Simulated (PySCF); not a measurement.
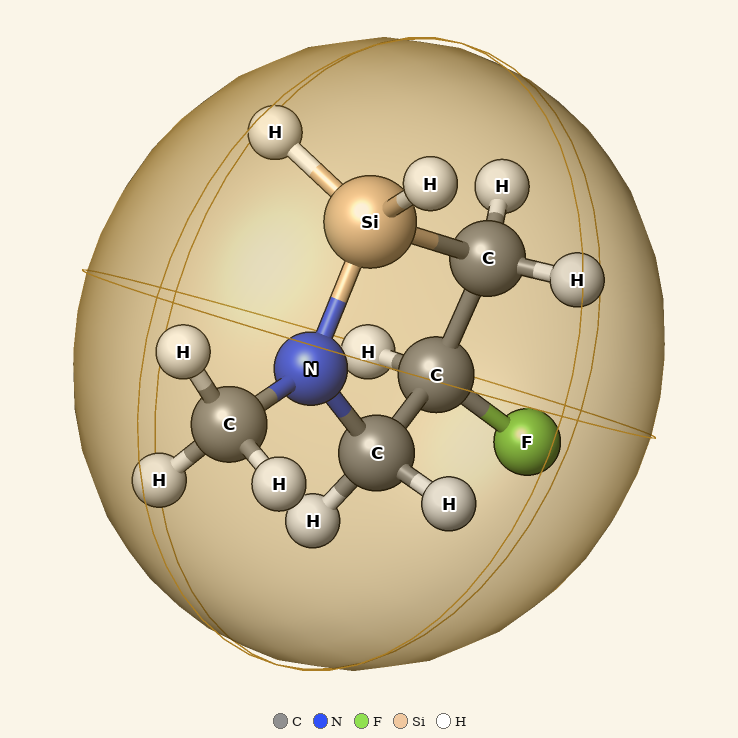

The ellipsoid shows the static dipole polarisability: its half-axes are proportional to the principal values. The computed structure is the end point of a GFN2-xTB optimisation. No frequency run is at hand to confirm it as a minimum. Computed with CAM-B3LYP/def2-SVPD (PySCF 2.14.0).

**How large and how anisotropic is the polarisability?**

Principal values 68.9, 83.1, 85.8 bohr³; mean 79.3 bohr³ (11.75 Å³); anisotropy 15.7 bohr³, so the longest axis is 1.24 times the shortest.

The geometry is semi-empirical. Around Si such bond lengths and angles can be off by a tenth of an ångström or more and by several degrees, and values that hang on the shape move with them.
